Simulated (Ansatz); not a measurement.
Cost and result by functional for the surface energy of the (001) surface of tetragonal MoSi2 in its 1x1 cell (cut with top plane Si, bottom plane Si), outermost plane spacing 1.30 Å in the ideal cut, in Ansatz (plane waves, PAW). Single points on the PBE structure, on one kind of machine; costs are rough ratios of the slab run's core time (references not counted) to the cheapest single point. r2SCAN's cost holds its higher cutoff (500 against 420 eV). Differences are taken against r2SCAN for comparison alone: no measured value is at hand, so the table doesn't rank accuracy.

Slab: 9 atoms, Mo3Si6, 10.5 Å thick at the start (thin: gaps and levels are the slab's own); k 12x12x1, smearing 0.1 eV, dipole-corrected; all atoms relaxed; held to the start's symmetry, so lower structures may exist; no spin, no spin-orbit, no U. These notes are the PBE run's.

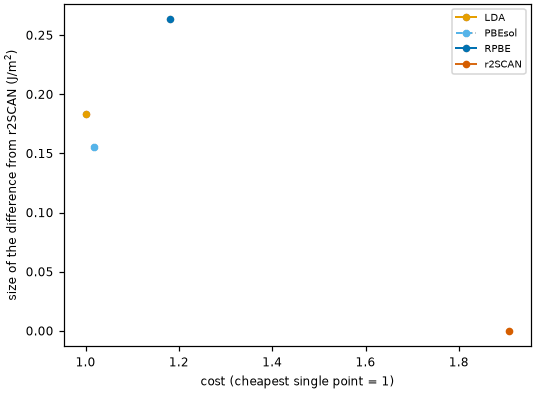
Difference from r2SCAN against cost

| functional | relative cost | surface energy (J/m²) | less r2SCAN (J/m²) |
|---|---|---|---|
| LDA | 1 | 2.63 | 0.18 |
| PBEsol | 1 | 2.60 | 0.16 |
| RPBE | 1 | 2.18 | -0.26 |
| r2SCAN | 2 | 2.45 | 0.00 |
| PBE (the relaxed run's value) | – | 2.32 | -0.13 |

The values span 0.45 J/m², while the single points' costs differ by a factor of roughly 2. Differences are of unrounded values.

Ansatz is a program for electronic structure.
